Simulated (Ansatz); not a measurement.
The starting structures come from a database of crystals and need not be the phases stable at ambient conditions.

 Where the default PAW files enter, the runs use the earlier of Ansatz's two default sets.

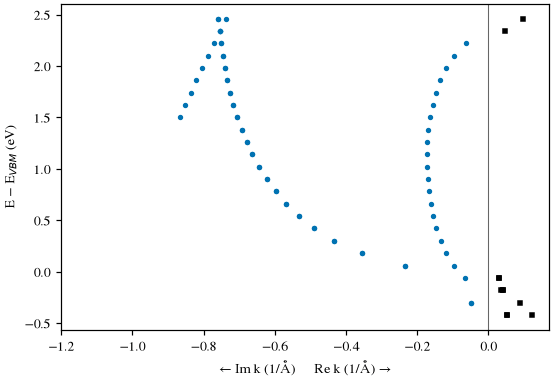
Fig. 1. Complex bands at the centre of the two-dimensional zone; Ansatz (an electronic-structure program) with PBEsol

The gap is the functional's own. No spin-orbit coupling. Mid-gap values are interpolated on the energy grid.

Q: This is CdI2 (R-3m, not sure to be the ambient phase, 9 atoms a cell, 35.5 Å³ an atom) along the normal of (001). Read off the slowest decay at the centre of the two-dimensional zone at 1.14 eV, the computed energy nearest the middle of the gap.

A: κ ≈ 0.17 1/Å, a decay length 1/(2κ) of the density of 2.9 Å.
